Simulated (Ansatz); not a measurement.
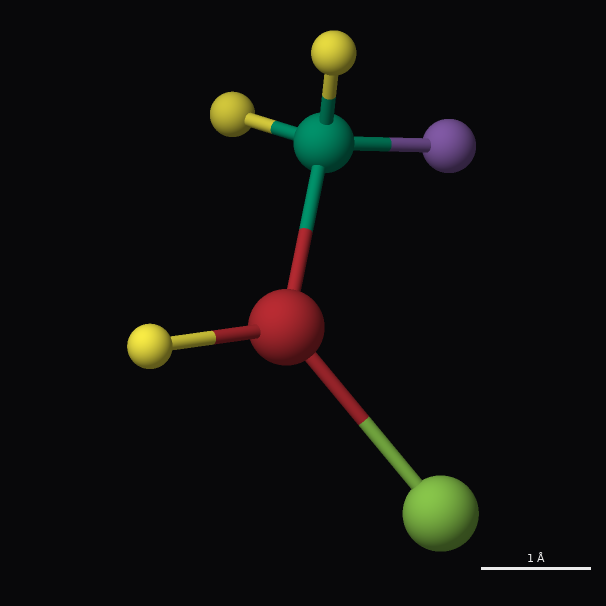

Ball-and-stick drawing of a structure. Every bond is drawn as one stick, whatever its order. Colours: fluorine purple, carbon teal, aluminium red, bromine green, hydrogen yellow.

The computed structure is the end point of a PBE0-D4/def2-TZVP optimisation.

**Give the formula.**

CH₃AlBrF, 7 atoms: 1 carbon, 3 hydrogen, 1 aluminium, 1 bromine and 1 fluorine.

**How many sets of symmetry-equivalent atoms are there?**

6: 1 F, 1 C, 1 Al, 1 Br, 2 H, 1 H.

**Which point group does it belong to?**

Cs.

More results for the same structure follow; atom numbers are the same in all pictures, views and colours differ.

## Vibrations

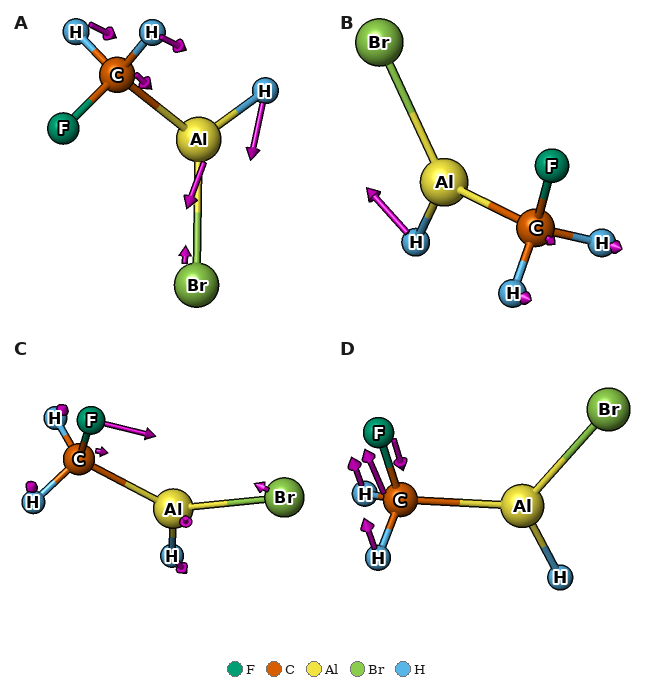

4 normal modes of one molecule or complex, as arrows. Harmonic vibrations computed with RKS PBE0-D4/def2-TZVP (Ansatz 0.2.0) at a stationary point of the same level.

**Match the panels to the wavenumbers 79 cm⁻¹, 403 cm⁻¹, 554 cm⁻¹, 1062 cm⁻¹.**

A: 403 cm⁻¹
B: 554 cm⁻¹
C: 79 cm⁻¹, angle bending
D: 1062 cm⁻¹, C–F stretching

## Electronic properties

Method: RKS B3LYP-D4/def2-TZVPP (Ansatz 0.2.0).

Predict the main results.

- dipole moment: 2.37 D
- HOMO energy (Kohn–Sham orbital): −7.80 eV
- LUMO energy (Kohn–Sham orbital): −1.74 eV
- HOMO–LUMO gap: 6.06 eV
- dispersion correction: −20.1 kJ/mol

## Charges

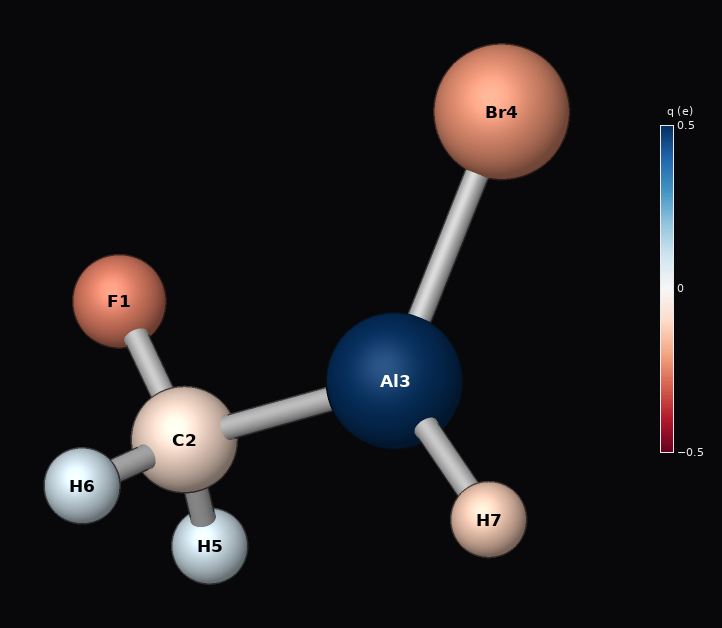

Atoms are coloured by their Mulliken charges. Level of theory: RKS B3LYP-D4/def2-TZVPP (Ansatz 0.2.0).

**Which atom carries the highest charge (most positive or least negative)?**

Al3 (0.50 e).

**And the lowest?**

F1 (−0.25 e).

List the Mulliken charges.

```csv
atom,value (e)
F1,−0.25
C2,−0.08
Al3,0.50
Br4,−0.23
H5,0.09
H6,0.09
H7,−0.12
```

Mulliken values depend strongly on the basis set and can even reverse the polarity of a bond.
